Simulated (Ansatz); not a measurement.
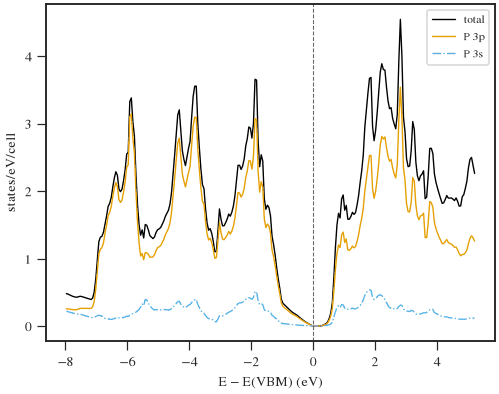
Figure: Total and projected density of states of P (black phosphorus, Cmce), plane-wave PAW r²SCAN (Ansatz code)

Task: Which orbitals carry the states next to the gap?

Result: Top 1 eV of the valence band: P 3p 87 %, P 3s 10 %. Bottom 1 eV of the conduction band: P 3p 72 %, P 3s 17 %, outside the projected shells 12 %. Projections are on Löwdin-orthogonalised atomic valence shells; empty p or d shells of many metals are not among them.

Task: Where is the tallest occupied peak in this window, and what makes it?

Result: Near -1.9 eV, about 3.7 states/eV per cell; the largest projected share is P 3p.

The r²SCAN relaxation kept the symmetry of its start. A crystal of weakly bound layers computed without a dispersion correction: the cell and the soft elastic constants depend strongly on that.

Potentials: the later of the program's two PAW sets.
